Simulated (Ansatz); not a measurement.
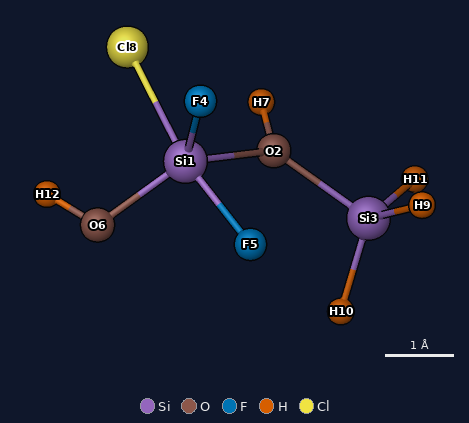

Fig. 1: The structure as given in the input (ball-and-stick view, seen at a tilt; atoms are numbered from 1 in the order of the input).

# Run report: Si2H5ClO2F2, single-point calculation

Si2H5ClO2F2, computed with RKS PBE0-D4/def2-TZVPP (Ansatz 0.2.0).

The geometry is the product side of a reaction. The reaction was set up to form Si1–Cl8 and O2–H7 and to break Si1–O2 and H7–Cl8 (atoms counted from 1 in the order of the input); sticks are drawn by distance alone. The geometry comes from this level: PBE0-D4/def2-TZVP.

Input:
```yaml
crystal:
  periodic: [false, false, false]
  atoms:
    - {symbol: Si, position_ang: [0.668735, 0.945938, 0.393918]}
    - {symbol: O, position_ang: [-0.392264, -0.537796, 0.365275]}
    - {symbol: Si, position_ang: [-1.341638, -1.035648, -0.994931]}
    - {symbol: F, position_ang: [-0.057035, 2.253515, 0.922936]}
    - {symbol: F, position_ang: [0.110308, 1.076175, -1.149242]}
    - {symbol: O, position_ang: [2.232288, 0.930359, -0.047364]}
    - {symbol: H, position_ang: [-0.363206, -1.012526, 1.211817]}
    - {symbol: Cl, position_ang: [1.079007, 0.228187, 2.455908]}
    - {symbol: H, position_ang: [-2.347918, -0.002723, -1.283095]}
    - {symbol: H, position_ang: [-0.444185, -1.368674, -2.111397]}
    - {symbol: H, position_ang: [-1.979603, -2.257374, -0.447975]}
    - {symbol: H, position_ang: [2.835412, 0.780668, 0.684049]}
basis:
  gaussian: {orbitals: def2-TZVPP}
hamiltonian: {xc: pbe0, dispersion: d4}
output: {orbitals: {seedname: orbitals}}
```

Hardware: 4 CPU threads, shared host.

Command:
```bash
ansatz run in.yaml --threads 4 --pin off --events-out ev --progress --plain --max-ram 46080MiB --backend cuda --devices 0, --max-vram 37GiB
```

Log:
```
Functional definition: PBE0
  name "PBE0"
  cite "Adamo & Barone, J. Chem. Phys. 110, 6158 (1999) doi:10.1063/1.478522"
  cite "Perdew, Burke & Ernzerhof, Phys. Rev. Lett. 77, 3865 (1996) doi:10.1103/PhysRevLett.77.3865"
  parent pbe
  parameter a = 0.25
  parameter kappa = 0.804
  parameter beta = 0.06672455060314922
  exchange = (1 - a)*pbe_x(kappa = kappa, mu = beta*pi^2/3) + a*exact_x
  correlation = pbe_c(beta = beta)
1816 factors; their error is unknown
mean field evaluation 1: about -37870.6883 eV, gradient 7.7e1 eV
mean field evaluation 2: about -37860.0261 eV, gradient 1.1e2 eV
mean field evaluation 4: about -37879.2061 eV, gradient 4.4e0 eV
mean field evaluation 8: about -37879.2366 eV, gradient 4.8e-2 eV
mean field evaluation 16: about -37879.3308 eV, gradient 3.3e-5 eV
mean field -37879.33078063 eV, -1392.0397306555 hartree, gradient 3.3e-5 eV, S^2 0.000000; 0 other end points of the search recorded, 0 dependent functions left out
reference -37879.33081612 eV, -1392.0397319599 hartree; 42, 42 occupied and 278, 278 virtual orbitals, 1816 factors
Total energy: -37879.62083859 eV, -1392.0503900889 hartree
```

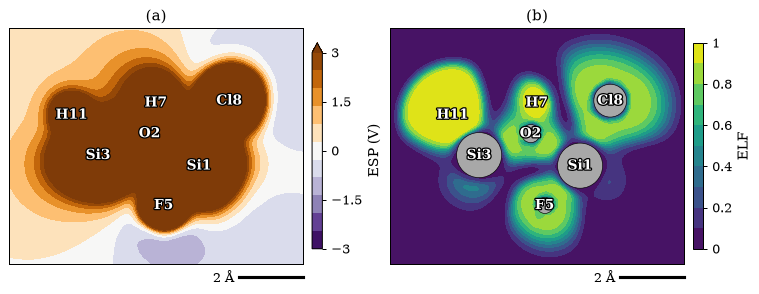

Fig. 2: (a) molecular electrostatic potential; (b) electron localisation function on the plane of atoms Si1, O2 and H7. Grey discs, where drawn, cover atomic cores. Si–F (1.65 Å): the ELF peaks at about 0.85 between the atoms.

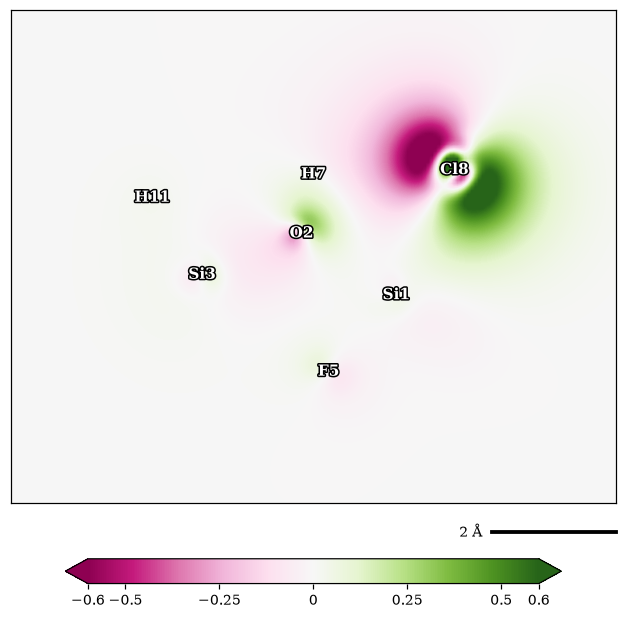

Fig. 3: One frontier orbital on the plane of atoms O2, Si1 and F5 (values in Å⁻³ᐟ²; the overall sign is arbitrary). The HOMO−1, at −8.86 eV.

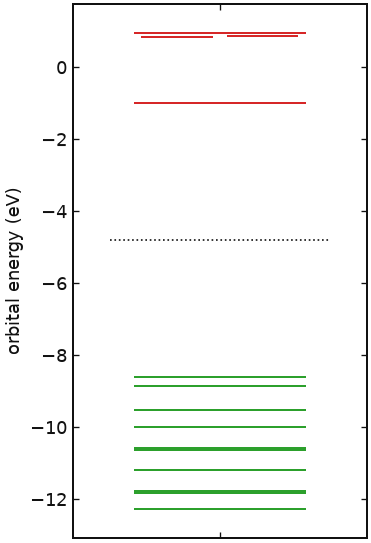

Fig. 4: Orbital energies near the frontier; the dotted line parts filled from empty levels, and levels within 0.02 eV of each other stand side by side. Highest filled −8.62 eV, lowest empty −0.98 eV, 7.64 eV apart.

Summary:

| quantity | value |
| --- | --- |
| outcome | converged |
| total energy | −37879.6208 eV |
| mean-field energy | −37879.3308 eV |
| dispersion energy | −0.2900 eV |
| SCF solution under orbital rotations | stable |
| HOMO | −8.62 eV |
| LUMO | −0.98 eV |
| wall time | 2.5 s (CPU time 3 s) |
| peak memory | 0.88 GiB |
